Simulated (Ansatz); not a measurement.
**What a change does: single-point calculation on CH2F2**

System: CH2F2.
Method of run A: RKS r2SCAN-D4/def2-TZVPPD (Ansatz 0.2.0).

The geometry comes from this level: PBE0-D4/def2-TZVP. Text and figures count atoms from 1; the logs count them from 0 in places.

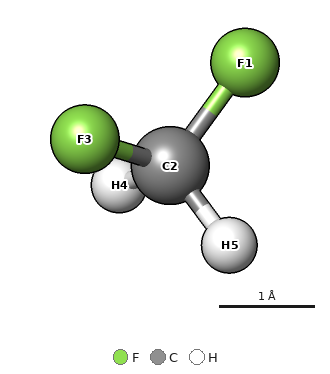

**Figure 1.** The structure (ball-and-stick view, seen at a tilt; atoms are numbered from 1 in the order of the input).

The input, run A:
```yaml
crystal:
  periodic: [false, false, false]
  atoms:
    - {symbol: F, position_ang: [0.231627, 0.342847, 2.373510]}
    - {symbol: C, position_ang: [0.101078, 0.200650, 1.035801]}
    - {symbol: F, position_ang: [0.080656, -1.119858, 0.744185]}
    - {symbol: H, position_ang: [-0.847675, 0.644765, 0.723690]}
    - {symbol: H, position_ang: [0.965380, 0.656072, 0.545541]}
basis:
  gaussian: {orbitals: "def2-TZVPPD.json"}
hamiltonian: {xc: r2scan, dispersion: d4}
```

Command:
```bash
ansatz run in.yaml --threads 4 --pin off --events-out ev --progress --plain --max-ram 9574MiB
```

Hardware: 4 threads of Intel Xeon, 31 GiB of memory available, shared host.

Output (run A):
```
Functional definition: r2SCAN
  parameter k0 = 0.174
  parameter k1 = 0.065
  parameter a1 = 4.9479
  exchange = r2scan_x(k0 = k0, k1 = k1, a1 = a1)
  correlation = r2scan_c
686 factors; their error is unknown
mean field evaluation 1: about -6501.5572 eV, gradient 3.2e1 eV
mean field evaluation 2: about -6501.0275 eV, gradient 3.9e1 eV
mean field evaluation 4: about -6503.1850 eV, gradient 1.9e0 eV
mean field evaluation 8: about -6503.1954 eV, gradient 3.6e-2 eV
mean field evaluation 16: about -6503.1782 eV, gradient 1.6e-5 eV
mean field -6503.17817793 eV, -238.9873900265 hartree, gradient 1.6e-5 eV, S^2 0.000000; 0 other end points of the search recorded, 0 dependent functions left out
reference -6503.17819415 eV, -238.9873906225 hartree; 13, 13 occupied and 138, 138 virtual orbitals, 686 factors
Total energy: -6503.18680273 eV, -238.9877069818 hartree
```

For run B the input was changed thus:
```diff
-    - {symbol: F, position_ang: [0.231627, 0.342847, 2.373510]}
-    - {symbol: C, position_ang: [0.101078, 0.200650, 1.035801]}
-    - {symbol: F, position_ang: [0.080656, -1.119858, 0.744185]}
-    - {symbol: H, position_ang: [-0.847675, 0.644765, 0.723690]}
-    - {symbol: H, position_ang: [0.965380, 0.656072, 0.545541]}
+    - {symbol: F, position_ang: [0.231556, 0.344005, 2.372857]}
+    - {symbol: C, position_ang: [0.101059, 0.200100, 1.035572]}
+    - {symbol: F, position_ang: [0.080565, -1.119219, 0.743304]}
+    - {symbol: H, position_ang: [-0.848658, 0.644135, 0.724677]}
+    - {symbol: H, position_ang: [0.966544, 0.655456, 0.546317]}
```

Predict how the results change.

With the same method and basis, run B lies 0.01 kcal/mol higher.

Output (run B):
```
Functional definition: r2SCAN
  parameter k0 = 0.174
  parameter k1 = 0.065
  parameter a1 = 4.9479
  exchange = r2scan_x(k0 = k0, k1 = k1, a1 = a1)
  correlation = r2scan_c
686 factors; their error is unknown
mean field evaluation 1: about -6501.5560 eV, gradient 3.2e1 eV
mean field evaluation 2: about -6501.0237 eV, gradient 3.9e1 eV
mean field evaluation 4: about -6503.1846 eV, gradient 1.9e0 eV
mean field evaluation 8: about -6503.1950 eV, gradient 3.6e-2 eV
mean field evaluation 16: about -6503.1777 eV, gradient 1.7e-5 eV
mean field -6503.17774805 eV, -238.9873742285 hartree, gradient 1.7e-5 eV, S^2 0.000000; 0 other end points of the search recorded, 0 dependent functions left out
reference -6503.17776426 eV, -238.9873748244 hartree; 13, 13 occupied and 138, 138 virtual orbitals, 686 factors
Total energy: -6503.18637247 eV, -238.9876911702 hartree
```

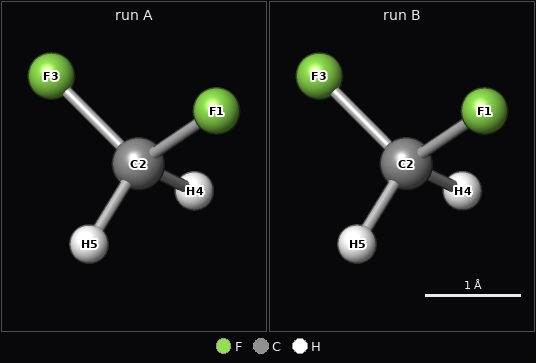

**Figure 2.** The two input geometries at one scale (ball-and-stick view, seen at a tilt). No atom moves by more than 0.005 Å after the best rigid fit.

The two runs side by side:

| quantity | run A | run B |
| --- | --- | --- |
| outcome | converged | converged |
| total energy (hartree) | −238.987707 | −238.987691 |
| basis functions | 151 | 151 |
| wall time (shared host) | 0.7 s | 0.65 s |
